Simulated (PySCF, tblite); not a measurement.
# C₄H₇F₃O₂: a rotation path, then NMR shifts on frames

How do NMR shifts of C₄H₇F₃O₂ (`COCCOC(F)(F)F`) change as the atoms move?

The runs use tblite 0.8.0 and PySCF 2.14.0, with density-fitted response routines of our own; the level of theory stands in each step. All values are computed, except where a source is named. Atoms are numbered from 0 throughout.

### Step 1. The starting structure

16 atoms, charge 0, multiplicity 1; geometry from: GFN2-xTB.

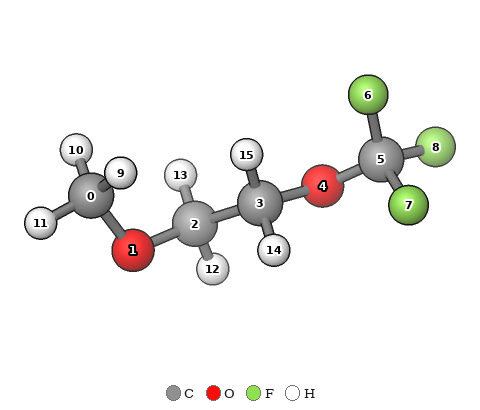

The starting geometry (carbon grey, oxygen red, fluorine green, hydrogen white), atoms numbered; sticks join atoms by distance.

### Step 2. A band between two rotamers with GFN2-xTB

Job settings and geometry (Å):

```
{"job": {"kind": "neb", "xc": "GFN2-xTB", "basis": "xTB", "atoms": [2, 3, 4, 5], "turn": 120}, "charge": 0, "multiplicity": 1}
C      2.569032     0.355865     0.635617
O      1.790674     0.962941    -0.372146
C      0.688475     0.215757    -0.801554
C     -0.471354     0.228296     0.204875
O     -1.586325    -0.424770    -0.428675
C     -2.628442    -0.628446     0.349457
F     -2.365958    -1.423244     1.407512
F     -3.141014     0.496629     0.883237
F     -3.599247    -1.211388    -0.339021
H      2.048470     0.327266     1.598272
H      2.855853    -0.663126     0.352965
H      3.462881     0.968446     0.733616
H      0.348371     0.683079    -1.728241
H      0.969027    -0.825917    -1.010766
H     -0.739994     1.260466     0.453924
H     -0.208048    -0.312911     1.119452
```

Method: GFN2-xTB climbing-image nudged elastic band, gas phase.

The run is started by

```bash
$ OMP_NUM_THREADS=1 python probes_run.py task.json out
```

The driver reads the jobs from task.json and runs them one after another.

What it wrote:

```text
image   E - E0 / eV
  0      -0.0000
  1       0.0002
  2       0.0066
  3       0.0169
  4       0.0240
  5       0.0196
  6       0.0038
  7      -0.0013
  8      -0.0105
```

Wall time 3.4 s (1 thread of Intel Xeon Platinum 8488C, shared host); peak memory 0.18 GiB.

The final band, with the dihedral C2–C3–O4–C5:

```tsv
image	dihedral (°)	energy (eV)	energy (kcal/mol)
0	173	0.000	0.0
1	185	0.000	0.0
2	198	0.007	0.2
3	211	0.017	0.4
4	225	0.024	0.6
5	240	0.020	0.5
6	255	0.004	0.1
7	271	-0.001	0.0
8	280	-0.011	-0.2
```

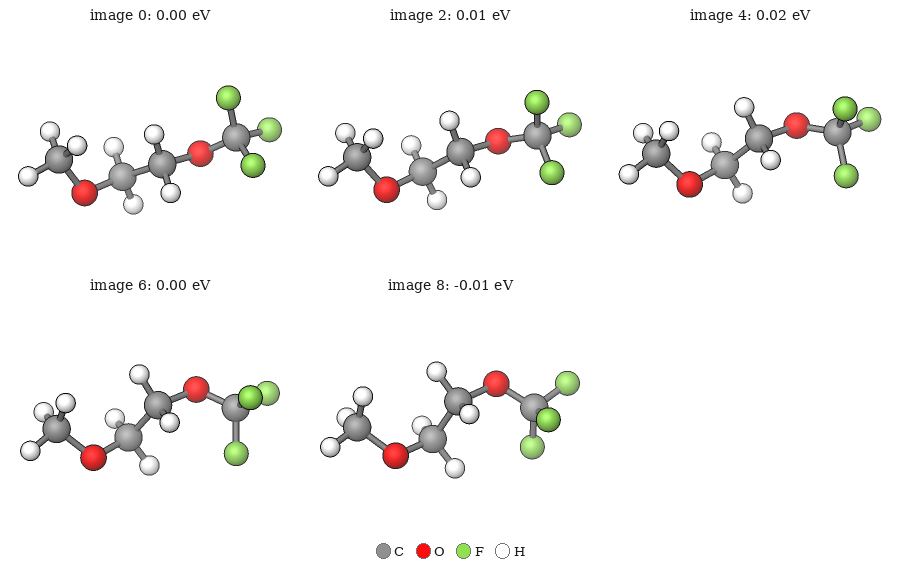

Images along the band.

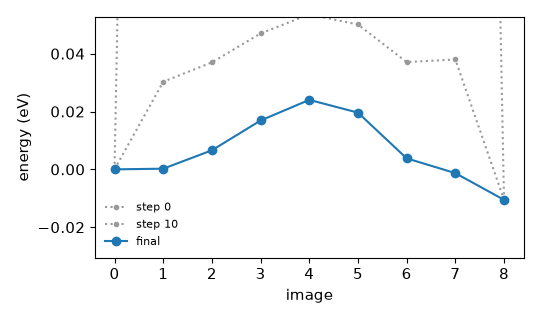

Energy along the band, early and final.

### Step 3. Nuclear shieldings: image 0, PBE0/pcSseg-1

Job settings and geometry (Å):

```
{"job": {"kind": "nmr", "xc": "PBE0", "basis": "pcSseg-1", "pop": false}, "charge": 0, "multiplicity": 1}
C      2.569000     0.355900     0.635600
O      1.790700     0.962900    -0.372100
C      0.688500     0.215800    -0.801600
C     -0.471400     0.228300     0.204900
O     -1.586300    -0.424800    -0.428700
C     -2.628400    -0.628400     0.349500
F     -2.366000    -1.423200     1.407500
F     -3.141000     0.496600     0.883200
F     -3.599200    -1.211400    -0.339000
H      2.048500     0.327300     1.598300
H      2.855900    -0.663100     0.353000
H      3.462900     0.968400     0.733600
H      0.348400     0.683100    -1.728200
H      0.969000    -0.825900    -1.010800
H     -0.740000     1.260500     0.453900
H     -0.208000    -0.312900     1.119500
```

Level: GIAO PBE0/pcSseg-1 NMR shielding, non-relativistic, gas phase.

What it wrote:

```text
coarse grid: 14120 points
cycle   1  E = -605.6325541549  dE =  1.453e+00  |g| = 1.101e+00  |ddm| = 3.350e+00
cycle   2  E = -605.4436728277  dE =  1.889e-01  |g| = 1.584e+00  |ddm| = 1.423e+00
cycle   3  E = -605.8345100690  dE = -3.908e-01  |g| = 6.602e-02  |ddm| = 8.868e-01
cycle   4  E = -605.8347934860  dE = -2.834e-04  |g| = 5.291e-02  |ddm| = 6.304e-02
cycle   5  E = -605.8352590168  dE = -4.655e-04  |g| = 8.570e-03  |ddm| = 3.607e-02
cycle   6  E = -605.8352704570  dE = -1.144e-05  |g| = 2.037e-03  |ddm| = 6.172e-03
cycle   7  E = -605.8352712854  dE = -8.284e-07  |g| = 4.779e-04  |ddm| = 1.649e-03
final grid: 139664 points
cycle   8  E = -605.9288864706  dE = -4.826e-05  |g| = 1.390e-02  |ddm| = 2.337e-02
cycle   9  E = -605.9288561914  dE =  3.028e-05  |g| = 1.936e-02  |ddm| = 1.699e-02
cycle  10  E = -605.9289208435  dE = -6.465e-05  |g| = 1.282e-03  |ddm| = 1.039e-02
cycle  11  E = -605.9289211805  dE = -3.370e-07  |g| = 2.611e-04  |ddm| = 1.223e-03
cycle  12  E = -605.9289211906  dE = -1.008e-08  |g| = 9.766e-05  |ddm| = 2.049e-04
cycle  13  E = -605.9289211920  dE = -1.404e-09  |g| = 2.669e-05  |ddm| = 6.208e-05
cycle  14  E = -605.9289211921  dE = -1.248e-10  |g| = 6.058e-06  |ddm| = 1.826e-05
converged SCF energy = -605.9289211921

GIAO shielding tensors (ppm)
atom      isotropic    diamagn.    paramagn.     s11        s22        s33       span
  0 C      125.949     245.377    -119.427     89.715    105.242    182.890     93.175
  1 O      323.084     393.099     -70.015    294.132    317.220    357.900     63.768
  2 C      114.509     245.939    -131.430     83.275     94.212    166.040     82.765
  3 C      119.890     250.922    -131.032     89.425    103.435    166.811     77.386
  4 O      234.616     400.016    -165.400    191.635    211.281    300.931    109.296
  5 C       55.921     236.653    -180.732     47.124     50.484     70.155     23.031
  6 F      251.144     473.150    -222.007    157.563    227.197    368.671    211.109
  7 F      248.479     471.770    -223.291    157.772    225.779    361.885    204.113
  8 F      247.975     466.194    -218.220    176.126    212.004    355.793    179.667
  9 H       28.190      30.439      -2.249     23.728     27.013     33.829     10.101
 10 H       28.546      29.120      -0.573     25.365     26.178     34.096      8.731
 11 H       27.743      27.639       0.104     23.835     25.335     34.059     10.224
 12 H       27.427      30.008      -2.581     22.676     28.329     31.277      8.601
 13 H       28.114      31.473      -3.359     23.969     29.402     30.971      7.002
 14 H       27.657      32.019      -4.362     22.946     28.539     31.485      8.539
 15 H       27.202      33.355      -6.153     21.724     27.422     32.460     10.736
```

Run time: 28 s. Hardware: 1 thread of Intel Xeon Platinum 8488C, shared host; peak memory 0.83 GiB.

Shifts follow as δ = σ(reference) − σ, with reference shieldings (ppm) from runs at the same level and on the same kind of geometry: 1H TMS 31.72, 13C TMS 186.9, 19F CFCl3 170.9, 17O H2O 336.1. The references are single molecules in the gas phase, so shifts against H2O, NH3, PH3, H3PO4 or CFCl3 are not on the usual liquid scales and can be off by tens of ppm. Each atom is listed at this fixed geometry, with no averaging over motion; a spectrum would average atoms that exchange fast.

```tsv
atoms	environment	σ (ppm)	δ (ppm)
C5	CF3 carbon	55.9	131.0
C2	sp3 CH2 bonded to O	114.5	72.4
C3	sp3 CH2 bonded to O	119.9	67.0
C0	methyl carbon bonded to O	125.9	61.0
H15	hydrogen on an sp3 CH2 bonded to O	27.20	4.51
H12	hydrogen on an sp3 CH2 bonded to O	27.43	4.29
H14	hydrogen on an sp3 CH2 bonded to O	27.66	4.06
H11	hydrogen on a methyl carbon bonded to O	27.74	3.97
H13	hydrogen on an sp3 CH2 bonded to O	28.11	3.60
H9	hydrogen on a methyl carbon bonded to O	28.19	3.53
H10	hydrogen on a methyl carbon bonded to O	28.55	3.17
O4	ether oxygen	234.6	101.5
O1	ether oxygen	323.1	13.0
F8	fluorine of an OCF3 group	248.0	-77.0
F7	fluorine of an OCF3 group	248.5	-77.5
F6	fluorine of an OCF3 group	251.1	-80.2
```

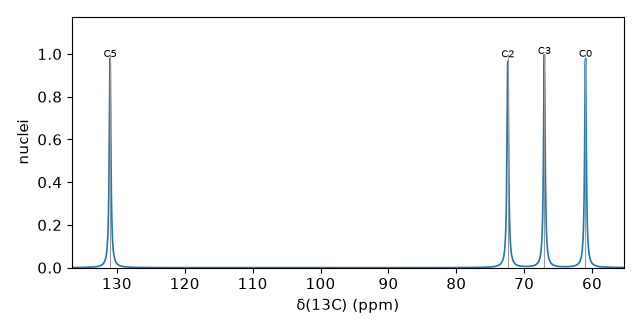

13C lines at the computed shifts, without couplings. Lines are broadened to a width of 0.28 ppm (Lorentzian).

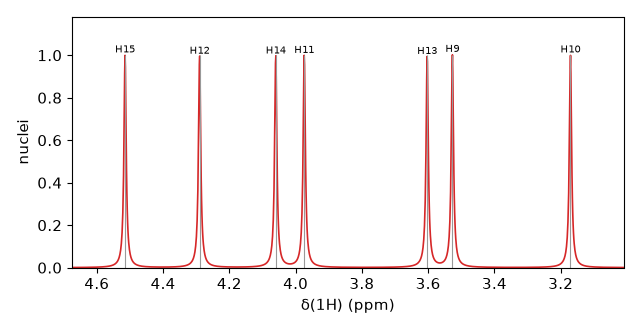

1H lines at the computed shifts, without couplings. Lines are broadened to a width of 0.01 ppm (Lorentzian).

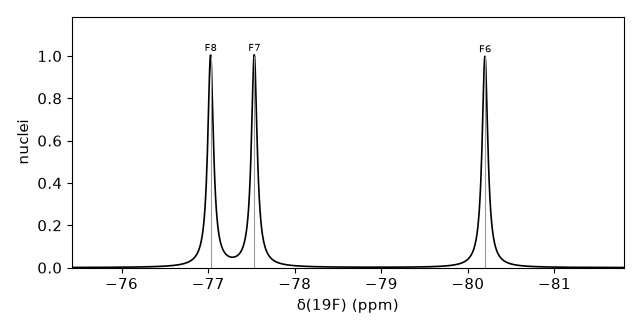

19F lines at the computed shifts, without couplings. Lines are broadened to a width of 0.08 ppm (Lorentzian).

### Step 4. Shielding tensors: image 2, PBE0/pcSseg-1

Job settings and geometry (Å):

```
{"job": {"kind": "nmr", "xc": "PBE0", "basis": "pcSseg-1", "pop": false}, "charge": 0, "multiplicity": 1}
C      2.609800     0.408100     0.589600
O      1.718700     1.027400    -0.310900
C      0.667100     0.218000    -0.753700
C     -0.426500     0.025300     0.307800
O     -1.529700    -0.640400    -0.334400
C     -2.676700    -0.567800     0.306600
F     -2.637900    -1.078700     1.553600
F     -3.132100     0.689900     0.465300
F     -3.608300    -1.235700    -0.358800
H      2.153000     0.232000     1.569000
H      2.976400    -0.542800     0.187800
H      3.444000     1.097100     0.703500
H      0.229100     0.734200    -1.611200
H      1.030000    -0.765300    -1.082000
H     -0.745500     1.002200     0.685100
H     -0.079200    -0.594700     1.141200
```

With the program's defaults for keys left out, this is: GIAO PBE0/pcSseg-1 NMR shielding, non-relativistic, gas phase.

What it wrote:

```text
coarse grid: 14120 points
cycle   1  E = -605.6323391198  dE =  1.454e+00  |g| = 1.101e+00  |ddm| = 3.352e+00
cycle   2  E = -605.4443442948  dE =  1.880e-01  |g| = 1.582e+00  |ddm| = 1.427e+00
cycle   3  E = -605.8344211280  dE = -3.901e-01  |g| = 6.636e-02  |ddm| = 8.894e-01
cycle   4  E = -605.8347123260  dE = -2.912e-04  |g| = 5.289e-02  |ddm| = 6.323e-02
cycle   5  E = -605.8351769501  dE = -4.646e-04  |g| = 8.686e-03  |ddm| = 3.622e-02
cycle   6  E = -605.8351888245  dE = -1.187e-05  |g| = 2.006e-03  |ddm| = 6.343e-03
cycle   7  E = -605.8351896264  dE = -8.019e-07  |g| = 4.914e-04  |ddm| = 1.651e-03
final grid: 139664 points
cycle   8  E = -605.9284946387  dE = -4.581e-05  |g| = 1.368e-02  |ddm| = 2.336e-02
cycle   9  E = -605.9284653172  dE =  2.932e-05  |g| = 1.905e-02  |ddm| = 1.685e-02
cycle  10  E = -605.9285281908  dE = -6.287e-05  |g| = 1.258e-03  |ddm| = 1.019e-02
cycle  11  E = -605.9285285174  dE = -3.266e-07  |g| = 2.446e-04  |ddm| = 1.188e-03
cycle  12  E = -605.9285285260  dE = -8.649e-09  |g| = 9.730e-05  |ddm| = 1.902e-04
cycle  13  E = -605.9285285274  dE = -1.361e-09  |g| = 2.561e-05  |ddm| = 6.076e-05
cycle  14  E = -605.9285285275  dE = -1.187e-10  |g| = 5.839e-06  |ddm| = 1.760e-05
converged SCF energy = -605.9285285275

GIAO shielding tensors (ppm)
atom      isotropic    diamagn.    paramagn.     s11        s22        s33       span
  0 C      125.797     245.130    -119.334     89.766    104.805    182.819     93.053
  1 O      321.598     393.548     -71.950    291.320    317.375    356.097     64.777
  2 C      114.411     245.765    -131.354     83.785     93.676    165.773     81.987
  3 C      119.346     250.873    -131.528     90.567    101.667    165.803     75.236
  4 O      235.356     400.176    -164.820    192.646    211.111    302.311    109.665
  5 C       55.942     236.772    -180.831     47.086     50.460     70.279     23.193
  6 F      247.227     472.540    -225.313    158.030    221.393    362.259    204.229
  7 F      251.847     472.108    -220.261    159.846    227.588    368.107    208.262
  8 F      248.087     466.217    -218.130    176.572    212.239    355.451    178.879
  9 H       28.196      30.253      -2.057     23.705     26.982     33.903     10.198
 10 H       28.539      28.900      -0.361     25.293     26.176     34.148      8.855
 11 H       27.750      27.625       0.125     23.859     25.305     34.086     10.227
 12 H       27.493      30.243      -2.750     22.846     28.346     31.288      8.442
 13 H       28.084      31.329      -3.246     24.009     29.271     30.971      6.962
 14 H       27.623      32.606      -4.983     22.953     28.315     31.600      8.647
 15 H       27.198      32.751      -5.553     21.610     27.722     32.261     10.651
```

It took 26 s on 1 thread of Intel Xeon Platinum 8488C, shared host; peak memory 0.82 GiB.

Key values: δ C5 131.0, C2 72.5, C3 67.6, C0 61.1, H15 4.52, H12 4.22 ppm.

(Part 1 of 2 ends here.)
